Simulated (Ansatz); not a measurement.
# VOs (Pm-3m): phonons and vibrational spectra

Wanted: phonon frequencies of VOs (Pm-3m) and what follows from them.

Calculated with Ansatz 0.2.0; DFT PBEsol, scalar-relativistic, plane waves, PAW; PAW set soft_1.

## (1) The structure

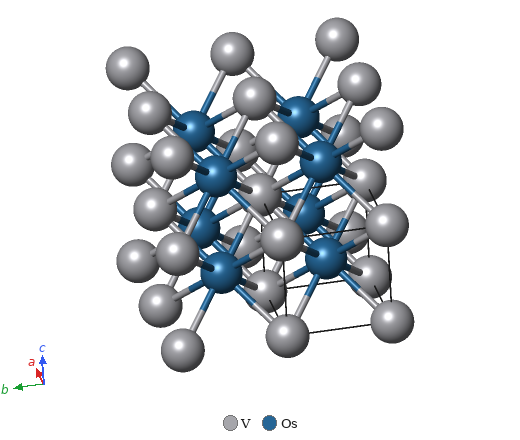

Start, viewed from a free direction; vanadium grey, osmium blue. 2×2×2 cells are drawn. Some periodic images of atoms are drawn too.

Structure file:

```cif
data_structure
_symmetry_space_group_name_H-M 'P 1'
_symmetry_Int_Tables_number 1
_cell_length_a 3.0166
_cell_length_b 3.0166
_cell_length_c 3.0166
_cell_angle_alpha 90.000
_cell_angle_beta 90.000
_cell_angle_gamma 90.000
_cell_volume 27.45
loop_
_atom_site_label
_atom_site_type_symbol
_atom_site_fract_x
_atom_site_fract_y
_atom_site_fract_z
_atom_site_occupancy
V1 V 0.00000 0.00000 0.00000 1
Os2 Os 0.50000 0.50000 0.50000 1
```

## (2) Rough relaxation

The start is far from rest, so a relaxation with loose tolerances brings it close first.

Input file input.yaml:

```yaml
crystal:
  lattice:
    - [3.01657359, 0.0, 0.0]
    - [0.0, 3.01657359, 0.0]
    - [0.0, 0.0, 3.01657359]
  atoms:
    - { symbol: V, position: [0.0, 0.0, 0.0] }
    - { symbol: Os, position: [0.5, 0.5, 0.5] }
kpoints:
  mp_grid: { grid: [6, 6, 6] }
hamiltonian:
  xc: pbesol
  pseudopotentials: { kind: paw, azcp: { folder: soft_1 }, xc_functional: pbe }
scf:
  occupations: { method: gaussian, width: 0.1 }
output:
  forces: true
  stress: true
  eigenvalues: true
relax:
  adjacent_minimum: "off"
  f_tol: 0.05
  max_steps: 80
  cell: { stress_tol: 0.5 }
```

The run is started by

```bash
$ ansatz run input.yaml --threads 4 --pin off --max-ram 10240MiB --backend cpu --events-out ev --progress --plain --runs-dir out
```

Numbers of over 12 decimals in the logs are rounded to 6 here.

The log of the run:

```text
The last accepted step is kept in <dir> (removed where the run ends without a failure and the disk answers)
Engine: ansatz 0.2.0, aarch64-unknown-linux-gnu
Pseudopotentials: kind: paw
Pseudopotential: V, paw, valence charge 13, recommended cutoff 420 eV (normal), soft_1/V.paw.azcp
Pseudopotential: Os, paw, valence charge 16, recommended cutoff 420 eV (normal), soft_1/Os.paw.azcp
Functional definition: PBEsol
[...]
--- Relaxed structure (3 steps of the walk, 3 accepted, 1 SCFs on fresh bases) ---
  F+E_penalty+E_count = -14138.07419257 eV   max|allowed force component| = 6.285e-29 eV/Å   (the final SCF, on the basis selected at the relaxed cell)
  cell:  # Å, volume = 26.6695 Å³
    - [2.987710, 0, 0]
    - [0, 2.987710, 0]
    - [0, 0.0, 2.987710]
  atoms:
    - { symbol: V, position: [0, 0, 0] }
    - { symbol: Os, position: [0.500000, 0.500000, 0.500000] }
[key lines of the parts left out:]
SCF converged after 6 iterations
Free energy (F): -14138.074193 eV
Fermi energy:    22.535674 eV
P = ⅓ Tr σ = -0.4723 GPa (-4.723 kbar)
```

Elapsed: 1.5 s, on 4 threads of Arm Neoverse V1, shared host; peak memory 0.31 GiB.

Step by step:

```
step  energy less that of the first step (eV)  largest force component (eV/Å)  pressure (GPa)  volume (Å³)
   1                                   0.0000                          0.0000           -8.91        27.45
   2                                  -0.0026                          0.0000            9.71        25.87
   3                                  -0.0242                          0.0000           -0.48        26.67
  4*                                  -0.0233                          0.0000           -0.47        26.67
```

Relaxation steps marked * repeat the geometry before them on a plane-wave basis chosen anew for their cell, so energy and pressure can jump there.

The run keeps the 48 symmetry operations that it works with, so distortions that break them were not tested.

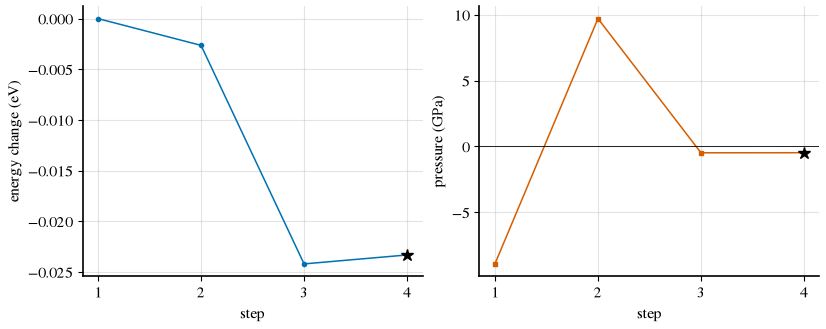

Energy and pressure along the relaxation. Stars mark steps on a basis chosen anew.

```
conventional cell, symmetrised  before  after  change
                         a (Å)   3.017  2.988  -1.0 %
                         b (Å)   3.017  2.988  -1.0 %
                         c (Å)   3.017  2.988  -1.0 %
              volume (Å³/atom)   13.72  13.33  -2.8 %
```

The relaxed structure:

```
V Os
1.0
     2.98771    0.00000    0.00000
     0.00000    2.98771    0.00000
     0.00000    0.00000    2.98771
V Os
1 1
Direct
  0.00000 0.00000 0.00000
  0.50000 0.50000 0.50000
```

This step gave:

* pressure: -0.4723 GPa
* volume per atom: 13.33 Å³
* gap on the k-mesh: 0 eV

In this step the volume went from 13.72 to 13.33 Å³/atom.

## (3) Bringing the structure to rest

Harmonic phonons are second derivatives at a point where the forces vanish, and they are wanted at zero stress, so atoms and cell are relaxed first.

input.yaml, the sections that differ from step 2:

```yaml
crystal:
  lattice:
    - [2.9877097768, 0.0, 0.0]
    - [0.0, 2.9877097768, 0.0]
    - [0.0, 0.0, 2.9877097768]
  atoms:
    - { symbol: V, position: [0.0, 0.0, 0.0] }
    - { symbol: Os, position: [0.5, 0.5, 0.5] }
kpoints:
  mp_grid: { grid: [14, 14, 14] }
output:
  forces: true
  stress: true
  eigenvalues: true
  write_density: true
  write_potential: true
  elf: true
  volumetric_format: npy
relax:
  adjacent_minimum: "off"
  f_tol: 0.005
  max_steps: 80
  cell: { stress_tol: 0.05 }
# hamiltonian, scf: as in step 2
```

The log of the run:

```text
[...]
Crystal: 2 atoms, lattice volume = 26.670 Å³
Basis set: ecut = 420 eV, 485 PW (Γ), exchange–correlation on 40×40×40 points (8 copies of the dense FFT grid, shifted against one another)
Bands: 19, of which v1, the nominal top of the filled ones, is band 15 counted from 1 (14 counted from 0)
Symmetry: 48 space group operations
[...]
k-points: 120 of 2744
[...]
SCF iter   1: F=—  HF=-14139.570424 eV  |F-HF|=—  |Δ(HF+E_count)|=         —  Δρ=1.68e-1  dr2=1.16e1  ethr=3.10e-3  ⟨swp⟩=4.5  Hψ=8787  notcnv=0
[...]
SCF iter   8: F=-14138.064022 eV  HF=-14138.064022 eV  |F-HF|=1.60e-10  |Δ(HF+E_count)|=  6.91e-11  Δρ=7.48e-7  dr2=1.73e-10  ethr=2.54e-11  ⟨swp⟩=4.2  Hψ=11344  notcnv=0
[...]
SCF 1 converged in 8 iterations: F = -14138.064022 eV  dr2 = 1.73e-10
[...]
relax step   1: F+E_penalty+E_count = -14138.06402197 eV  Δ(F+E_penalty+E_count) = +0.000e0 eV  max|allowed force component| = 2.761e-30 eV/Å  Δτ_max = 0.0000 Å  P = +0.124 GPa  Ω = 26.670 Å³  (8 SCF iters, dr2 threshold 1.00e-7 eV, accepted)
Crystal: 2 atoms, lattice volume = 26.689 Å³
[...]
SCF iter   6: F=-14138.064002 eV  HF=-14138.064002 eV  |F-HF|=1.82e-12  |Δ(HF+E_count)|=  3.64e-12  Δρ=2.30e-8  dr2=7.04e-14  ethr=1.00e-12  ⟨swp⟩=4.0  Hψ=8927  notcnv=0
SCF 2 converged in 6 iterations: F = -14138.064002 eV  dr2 = 7.04e-14
relax step   2: F+E_penalty+E_count = -14138.06400232 eV  Δ(F+E_penalty+E_count) = +1.965e-5 eV  max|allowed force component| = 8.710e-30 eV/Å  Δτ_max = 0.0000 Å  P = -0.102 GPa  Ω = 26.689 Å³  energy of the carried Pulay correction = -2.094e-5 eV  (6 SCF iters, accepted)
Crystal: 2 atoms, lattice volume = 26.680 Å³
[...]
SCF iter   6: F=-14138.064015 eV  HF=-14138.064015 eV  |F-HF|=7.28e-12  |Δ(HF+E_count)|=  7.28e-12  Δρ=2.37e-8  dr2=1.34e-13  ethr=1.00e-12  ⟨swp⟩=3.8  Hψ=8718  notcnv=0
SCF 3 converged in 6 iterations: F = -14138.064015 eV  dr2 = 1.34e-13
relax step   3: F+E_penalty+E_count = -14138.06401455 eV  Δ(F+E_penalty+E_count) = -1.223e-5 eV  max|allowed force component| = 1.295e-29 eV/Å  Δτ_max = 0.0000 Å  P = -0.000 GPa  Ω = 26.680 Å³  energy of the carried Pulay correction = -1.147e-5 eV  (6 SCF iters, accepted)
[...]
SCF iter   8: F=-14138.064032 eV  HF=-14138.064032 eV  |F-HF|=5.46e-12  |Δ(HF+E_count)|=  1.82e-12  Δρ=4.70e-10  dr2=2.34e-17  ethr=1.00e-12  ⟨swp⟩=1.0  Hψ=5043  notcnv=0
SCF 4 converged in 8 iterations: F = -14138.064032 eV  dr2 = 2.34e-17
relax step   4: F+E_penalty+E_count = -14138.06403162 eV  Δ(F+E_penalty+E_count) = -1.707e-5 eV  max|allowed force component| = 1.709e-30 eV/Å  Δτ_max = 0.0000 Å  P = -0.000 GPa  Ω = 26.680 Å³  stress off target by 3.47e-4 GPa  SCF on the basis re-selected at this cell (its energy is not comparable with the rows above)  (8 SCF iters)
basis re-selected at this cell: Δ(F+E_penalty+E_count) = -1.707e-5 eV, ΔP = -0.000 GPa vs the last step (what re-selecting the basis moved, of the pressure what is left beyond the Pulay correction that the steps carried, after the strain that the cell walked since its last selection, with what the two solves' SCF thresholds leave and, on support functions, any second-order correction that the steps lacked; it is no m [...]
SCF converged after 8 iterations
Free energy (F): -14138.064032 eV
[...]
Internal energy: -14138.049067 eV  (E = F + TS)
E sigma→0 (E₀):  -14138.056549 eV
Entropy (-TS):   -0.014965 eV (-7.482 meV/atom)
Fermi energy:    22.528066 eV
[...]
--- Stress (GPa, compression-positive) ---
       -0.000347       0.000000      -0.000000
        0.000000      -0.000347      -0.000000
       -0.000000      -0.000000      -0.000347
  P = ⅓ Tr σ = -0.0003 GPa (-0.003 kbar)
--- Band table (eV; the first three rows and the last of 120) ---
  k-point 0: bands = [... 11 lower, 20.3755, 20.3755, 20.3755, 23.3603, 23.3603, 25.2210, 25.2210, 25.2210]
  k-point 1: bands = [... 11 lower, 20.3572, 20.3572, 20.4223, 23.2460, 23.4017, 24.9698, 24.9698, 25.1488]
  k-point 2: bands = [... 11 lower, 20.3090, 20.3090, 20.5608, 22.9190, 23.5194, 24.3706, 24.3706, 24.9394]
  k-point 119: bands = [... 11 lower, 20.0587, 20.0587, 20.0587, 23.5715, 23.5715, 24.1271, 24.1271, 29.9390]
--- Relaxed structure (3 steps of the walk, 3 accepted, 1 SCFs on fresh bases) ---
[...]
cell:  # Å, volume = 26.6800 Å³
    - [2.988102, 0, 0]
    - [0, 2.988102, 0]
    - [0, 0, 2.988102]
  atoms:
    - { symbol: V, position: [0, 0, 0] }
    - { symbol: Os, position: [0.5, 0.5, 0.5] }
```

Elapsed: 4.2 s, on 4 threads; peak memory 0.38 GiB; 15 s of CPU time.

Little changed from the start: no atom moved by 0.005 Å and no cell edge by 0.1 %.

Numbers from this step:

```yaml
pressure: -3.47e-4 GPa
volume_per_atom: 13.34 Å³
```

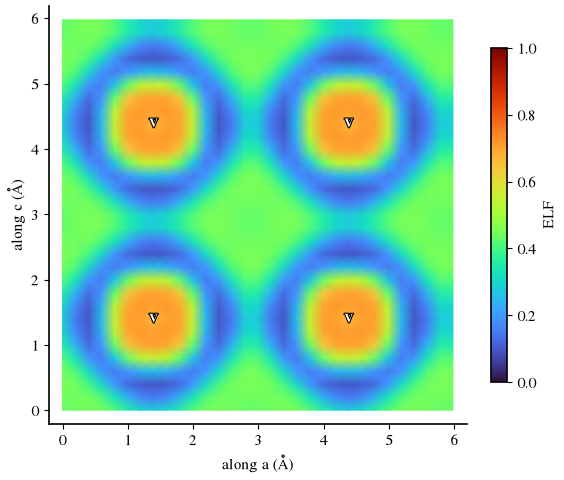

ELF in the ac plane at fractional y = 0.000, with atoms of V within 0.2 Å of it. It is the smooth field of the valence electrons, not physical close to the nuclei. The map starts off the cell's origin, so that atoms lie inside it.

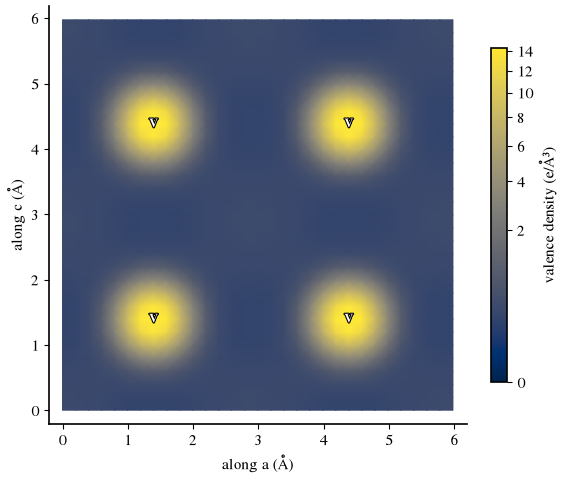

Valence density in the ac plane at fractional y = 0.000, with atoms of V within 0.2 Å of it. It is the smooth field of the valence electrons, not physical close to the nuclei. The map starts off the cell's origin, so that atoms lie inside it. The colour scale is stretched toward low values.

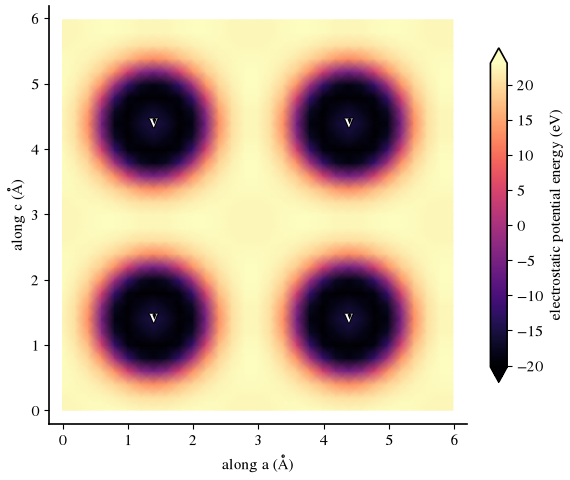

Electrostatic potential energy in the ac plane at fractional y = 0.000, with atoms of V within 0.2 Å of it. With pseudopotentials it is smooth inside the atoms' cores, unlike the true potential. The map starts off the cell's origin, so that atoms lie inside it.

In this step the volume went from 13.33 to 13.34 Å³/atom.

## (4) Tight relaxation

Phonons need a cell at rest on their own settings, so the relaxation is repeated with tight tolerances on forces and stress on the k mesh and occupations of the first response run.

Input file input.yaml:

```yaml
crystal:
  lattice:
    - [2.9881023857, 0.0, 0.0]
    - [0.0, 2.9881023857, 0.0]
    - [0.0, 0.0, 2.9881023857]
  atoms:
    - { symbol: V, position: [0.0, 0.0, 0.0] }
    - { symbol: Os, position: [0.5, 0.5, 0.5] }
kpoints:
  mp_grid: { grid: [16, 16, 16] }
hamiltonian:
  xc: pbesol
  pseudopotentials: { kind: paw, azcp: { folder: soft_1 }, xc_functional: pbe }
scf:
  occupations: { method: methfessel_paxton, width: 0.2 }
output:
  forces: true
  stress: true
  eigenvalues: true
relax:
  adjacent_minimum: "off"
  f_tol: 0.001
  max_steps: 60
  cell: { stress_tol: 0.01 }
```

The log of the run:

```text
[...]
Crystal: 2 atoms, lattice volume = 26.680 Å³
Basis set: ecut = 420 eV, 485 PW (Γ), exchange–correlation on 40×40×40 points (8 copies of the dense FFT grid, shifted against one another)
Bands: 19, of which v1, the nominal top of the filled ones, is band 15 counted from 1 (14 counted from 0)
Symmetry: 48 space group operations
[...]
k-points: 165 of 4096
[...]
k-point 164: bands = [... 11 lower, 20.0660, 20.0660, 20.0660, 23.5787, 23.5787, 24.1359, 24.1359, 29.9495]
--- Relaxed structure (3 steps of the walk, 3 accepted, 1 SCFs on fresh bases) ---
[...]
cell:  # Å, volume = 26.6723 Å³
    - [2.987815, 0, 0.0]
    - [0, 2.987815, 0.0]
    - [0.0, 0.0, 2.987815]
  atoms:
    - { symbol: V, position: [0, 0, 0] }
    - { symbol: Os, position: [0.5, 0.5, 0.5] }
[key lines of the parts left out:]
SCF converged after 4 iterations
Free energy (F): -14138.059508 eV
Fermi energy:    22.540048 eV
P = ⅓ Tr σ = -0.0003 GPa (-0.003 kbar)
```

It took 4.7 s on 4 threads; peak memory 0.4 GiB; 17 s of CPU time.

Little changed from the start: no atom moved by 0.005 Å and no cell edge by 0.1 %.

Numbers from this step:

* pressure: -2.56e-4 GPa

The forces vanish by symmetry and the pressure is 0.000 GPa, within the tolerances set. The cell now holds 13.34 Å³/atom.

## (5) Linear response at the zone centre

The zone centre comes first: it holds the modes that light can see, as far as symmetry allows. No field response is asked, since the mesh shows no gap.

input.yaml, the sections that differ from step 4:

```yaml
crystal:
  lattice:
    - [2.9878150098, 0.0, 0.0]
    - [0.0, 2.9878150098, 0.0]
    - [0.0, 0.0, 2.9878150098]
  atoms:
    - { symbol: V, position: [0.0, 0.0, 0.0] }
    - { symbol: Os, position: [0.5, 0.5, 0.5] }
output:
  eigenvalues: true
phonons:
  method: dfpt
# kpoints, hamiltonian, scf: as in step 4
# relax: removed
```

The log of the run:

```text
[...]
Crystal: 2 atoms, lattice volume = 26.672 Å³
Basis set: ecut = 420 eV, 485 PW (Γ), exchange–correlation on 40×40×40 points (8 copies of the dense FFT grid, shifted against one another)
Bands: 19, of which v1, the nominal top of the filled ones, is band 15 counted from 1 (14 counted from 0)
Symmetry: 48 space group operations
k-points: 405 of 4096 (irreducible under 8 space group operations, time reversal used)
[...]
SCF iter   1: F=—  HF=-14139.566482 eV  |F-HF|=—  |Δ(HF+E_count)|=         —  Δρ=1.68e-1  dr2=1.16e1  ethr=3.10e-3  ⟨swp⟩=4.6  Hψ=29680  notcnv=0
[...]
SCF iter   9: F=-14138.059508 eV  HF=-14138.059508 eV  |F-HF|=3.64e-12  |Δ(HF+E_count)|=  2.00e-11  S|Δr|=    0.00e0  Δρ=1.53e-7  dr2=6.16e-12  ethr=1.00e-12  ⟨swp⟩=5.3  Hψ=30771  notcnv=0
[...]
SCF 1 converged in 9 iterations: F = -14138.059508 eV  dr2 = 6.16e-12
[...]
DFPT response loops at Γ: preconditioner auto → Kerker (q_TF=auto, 2.767 Å⁻¹) (partly filled bands, converged f_vac=0.000); β = 1.00, the filter's whole step (`scf.mixing.beta` (0.50) is not read by the response loops under this deck's `scf.mixing.preconditioner`; to damp them name `kerker` or `kerker_dos`, under which they read `scf.mixing.beta`, and type it under 1.00, their step now; both keys bind the ground state too); Broyden in place of MSR1
SCF converged after 9 iterations
[...]
Free energy (F): -14138.059508 eV
[...]
Internal energy: -14138.058894 eV  (E = F + TS)
E sigma→0 (E₀):  -14138.059354 eV
Entropy (-TS):   -0.000613 eV (-0.307 meV/atom)
Fermi energy:    22.540048 eV
[...]
--- Band table (eV; the first three rows and the last of 405) ---
  k-point 0: bands = [... 11 lower, 20.3822, 20.3822, 20.3822, 23.3683, 23.3683, 25.2300, 25.2300, 25.2300]
  k-point 1: bands = [... 11 lower, 20.3680, 20.3680, 20.4180, 23.2804, 23.4000, 25.0345, 25.0345, 25.1745]
  k-point 2: bands = [... 11 lower, 20.3296, 20.3296, 20.5245, 23.0264, 23.4916, 24.5471, 24.5471, 25.0126]
  k-point 404: bands = [... 11 lower, 20.0660, 20.0660, 20.0660, 23.5787, 23.5787, 24.1359, 24.1359, 29.9495]
--- Phonons (Γ-DFPT): 2 representative perturbations + reference, on 405 of 4096 k-points (Σ response iterations 6) ---
  k mesh reduced under 8 symmetry operations, with k and −k counted as one. Each operation leaves every solved perturbation unchanged. A smaller set is not used because it would not reduce the number of displacements times k-points to solve
  ASR residual: 2.073e-4 → 0.000e0 eV/Å²; symmetrization residual: 1.261e-5 eV/Å²
  ASR residual per site (eV/Å²): 2.77e-7 2.07e-4
  Γ frequencies (cm⁻¹): 0.00 0.00 0.00 109.24 109.24 109.24
  non-analytic LO–TO correction: not included (Born effective charges unavailable; polar crystals: no LO–TO splitting at Γ)
```

Elapsed: 15 s, on 4 threads; peak memory 0.9 GiB.

This step gave:

```
sum-rule residual before enforcement                    : 2.07e-4 eV/Å²
point group                                             : m-3m
highest optical mode at the zone centre (no LO-TO term) : 109.2 cm⁻¹
lowest optical zone-centre mode                         : 109.2 cm⁻¹
```

Patterns of degenerate modes are one choice out of their space. Modes at Γ, with each element's share of the kinetic energy:

| mode | frequency (cm⁻¹) | symmetry | V % | Os % |
| --- | --- | --- | --- | --- |
| 1 | 0.0 | acoustic | 21 | 79 |
| 2 | 0.0 | acoustic | 21 | 79 |
| 3 | 0.0 | acoustic | 21 | 79 |
| 4 | 109.2 | T1u | 79 | 21 |
| 5 | 109.2 | T1u | 79 | 21 |
| 6 | 109.2 | T1u | 79 | 21 |

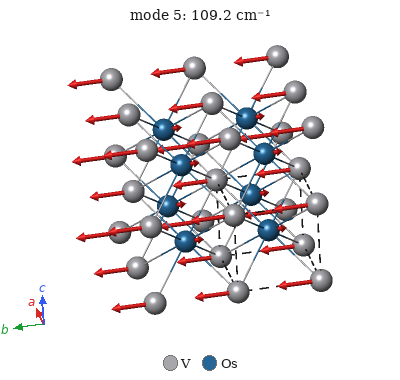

Displacement patterns of mode 5 at Γ; arrows are exaggerated. 2×2×2 cells are drawn. Some periodic images of atoms are drawn too.

Before it was imposed, the acoustic sum rule was missed by 2.1e-4 eV/Å². Small misses are needed for a sound result but don't prove that mesh and cutoff are converged. The lowest optical mode is real, 109 cm⁻¹.

(Continued in part 2 of 2.)

[Logs are printed without paths, hosts, clocks, repeated set-up lines and the standing remarks that a program may print on its own settings, such as how far it seeks lower states.]

[Hosts, paths, dates, database ids (printed as entryN), source tags and the programs' standing remarks are cut or masked in the printed files.]
